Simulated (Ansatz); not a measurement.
Consider Hg2Sb2Pt.

Input

```
crystal:
  lattice:
    - [2.05376404, 1.18574122, 10.01131155]
    - [-2.05376404, 1.18574122, 10.01131155]
    - [0.0, -2.37148244, 10.01131155]
  atoms:
    - { symbol: Hg, position: [0.388809, 0.388809, 0.388809] }
    - { symbol: Hg, position: [0.611191, 0.611191, 0.611191] }
    - { symbol: Sb, position: [0.77892574, 0.77892574, 0.77892574] }
    - { symbol: Sb, position: [0.22107426, 0.22107426, 0.22107426] }
    - { symbol: Pt, position: [0.0, 0.0, 0.0] }
kpoints:
  mp_grid: { grid: [6, 6, 6] }
hamiltonian:
  xc: pbesol
scf:
  occupations: { method: fermi_dirac, width: 0.03 }
relax:
  f_tol: 0.01
  cell: {}
  max_steps: 120
output:
  write_density: true
  write_potential: true
  elf: true
  volumetric_format: npy
```

Launched as:

```sh
ansatz run input.yaml --threads 2 --pin off --max-ram 2211MiB --backend cpu --events-out ev --progress --plain --runs-dir out
```

Below, planes, directions and counts refer to the conventional cell (a = 4.21 Å, b = 4.21 Å, c = 23.13 Å, α = 90.00°, β = 90.00°, γ = 120.00°).

The fields are those of the run's last geometry, not of the input's.

Space group R-3m; a structure from a database of computed crystals, not necessarily the ambient phase; started from the Bi2Te2S-166 prototype, which need not be the ambient phase.

All numbers below come from Ansatz, DFT, PBEsol, plane waves, PAW.

> What will maps of the valence pseudo-density and electron localisation function show?

Hg–Pt (2.72 Å): ρ at the midpoint is about 0.39 e/Å³; the ELF is about 0.25 at the midpoint; no localised pair shows between them.
Hg–Sb (2.99 Å): the density is about 0.26 e/Å³ at the midpoint; the ELF is about 0.35 at the midpoint (no localised pair shows between them).
Sb–Sb (3.02 Å): ρ is about 0.29 e/Å³ halfway; the ELF peaks at about 0.60 between the atoms.

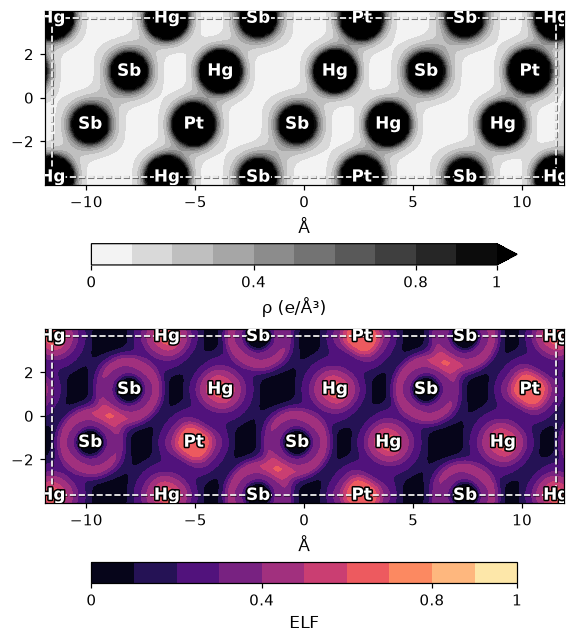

Computed valence pseudo-density and electron localisation function on the (110) plane of the conventional cell, in this order. 
